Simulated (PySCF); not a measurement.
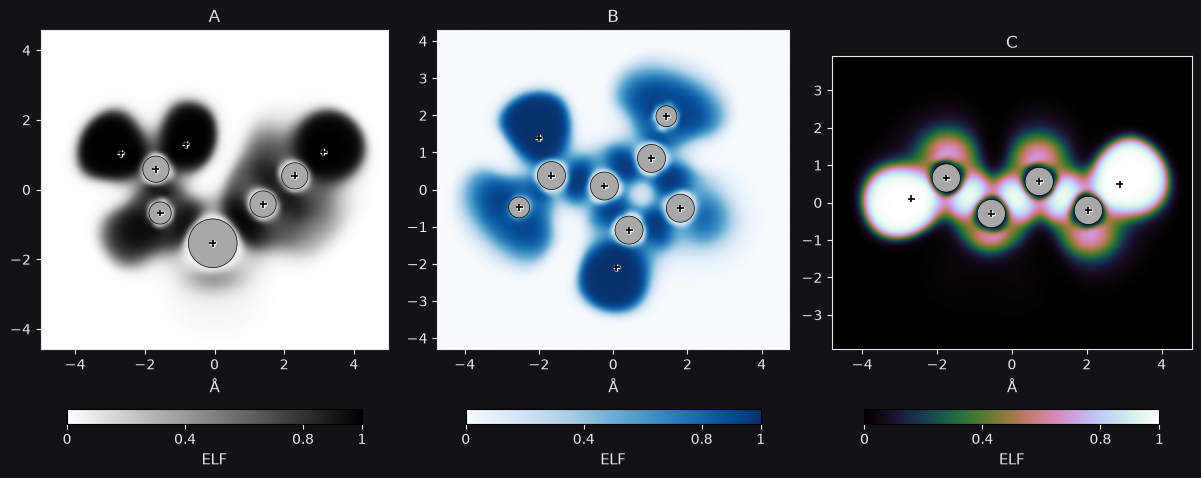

The ELF of 3 systems, each on a plane through atoms (crosses mark nuclei in the plane; grey discs cover the cores).

These are results of PBE0/pcSseg-1, SCF density, gas phase, non-relativistic (PySCF), not measurements.

System 1: C$_{5}$H$_{4}$O$_{2}$, the plane of atoms C4, C3 and C6. Geometry: GFN2-xTB, MD frame at 250 fs, 200 K.

```xyz
11

O     2.3088   -1.6569   -0.4473
C     1.8060   -0.5647   -0.1596
C     0.3756   -0.3586    0.0112
C    -0.6362   -1.2609    0.1325
C    -1.7168   -0.2495    0.4228
C    -0.5631    0.7614    0.1688
O    -0.5560    1.9670    0.2411
H     2.4880    0.2826   -0.0777
H    -0.6175   -2.3214    0.2904
H    -2.5482   -0.2844   -0.2851
H    -2.0722   -0.3087    1.4478
```

System 2: C$_{3}$H$_{4}$ClNSi, the plane of atoms Si3, N5 and C6. Geometry: PBE0-D3(BJ)/def2-SVP.

```json
{"atom": "C", "x (Å)": "-2.0975", "y (Å)": "-1.1944", "z (Å)": "0.1246"}
{"atom": "C", "x (Å)": "-1.3785", "y (Å)": "-0.2122", "z (Å)": "0.1460"}
{"atom": "Si", "x (Å)": "-0.2040", "y (Å)": "1.1929", "z (Å)": "0.1881"}
{"atom": "Cl", "x (Å)": "-0.4431", "y (Å)": "2.2822", "z (Å)": "-1.5413"}
{"atom": "N", "x (Å)": "1.4533", "y (Å)": "0.6608", "z (Å)": "0.2502"}
{"atom": "C", "x (Å)": "1.8343", "y (Å)": "-0.5426", "z (Å)": "0.2893"}
{"atom": "H", "x (Å)": "-2.7495", "y (Å)": "-2.0502", "z (Å)": "0.1010"}
{"atom": "H", "x (Å)": "-0.4705", "y (Å)": "2.0723", "z (Å)": "1.3485"}
{"atom": "H", "x (Å)": "1.1503", "y (Å)": "-1.4176", "z (Å)": "0.2806"}
{"atom": "H", "x (Å)": "2.9133", "y (Å)": "-0.7799", "z (Å)": "0.3342"}
```

System 3: C$_{7}$H$_{16}$, the plane of atoms C2, C3 and C5. Geometry: GFN2-xTB, NEB image 0 of 0 to 8.

```xyz
23

C    -0.7968    1.9525    0.7601
C    -0.7297    1.0087   -0.4356
C    -0.3015   -0.4371   -0.1236
C    -1.3325   -1.1088    0.7905
C    -0.2635   -1.2117   -1.4460
C     1.0683   -0.5124    0.5756
C     2.2299    0.1368   -0.1691
H     0.1759    2.0642    1.2312
H    -1.5037    1.5961    1.5044
H    -1.1255    2.9359    0.4297
H    -0.0427    1.4271   -1.1741
H    -1.7173    0.9708   -0.9030
H    -1.3448   -0.6479    1.7746
H    -1.0924   -2.1624    0.9168
H    -2.3296   -1.0355    0.3622
H    -1.2586   -1.2565   -1.8837
H     0.0835   -2.2299   -1.2840
H     0.3965   -0.7324   -2.1644
H     1.3052   -1.5680    0.7333
H     0.9845   -0.0531    1.5627
H     2.3771   -0.3199   -1.1442
H     3.1468    0.0082    0.4033
H     2.0659    1.2022   -0.3066
```

**Match each panel to its system.**

Panel A is system 2, C$_{3}$H$_{4}$ClNSi: the plane holds C, Si, N and H. C–C (1.22 Å): the ELF peaks at about 0.85 between the atoms: a short, multiple covalent bond. Panel B is system 1, C$_{5}$H$_{4}$O$_{2}$: the plane holds O, C and H. C–O (1.21 Å): the ELF peaks at about 0.85 between the atoms; a multiple bond. Panel C is system 3, C$_{7}$H$_{16}$: the plane holds C and H. C–C (1.52 Å): the ELF peaks at about 0.95 between the atoms: localised, covalent bonding.
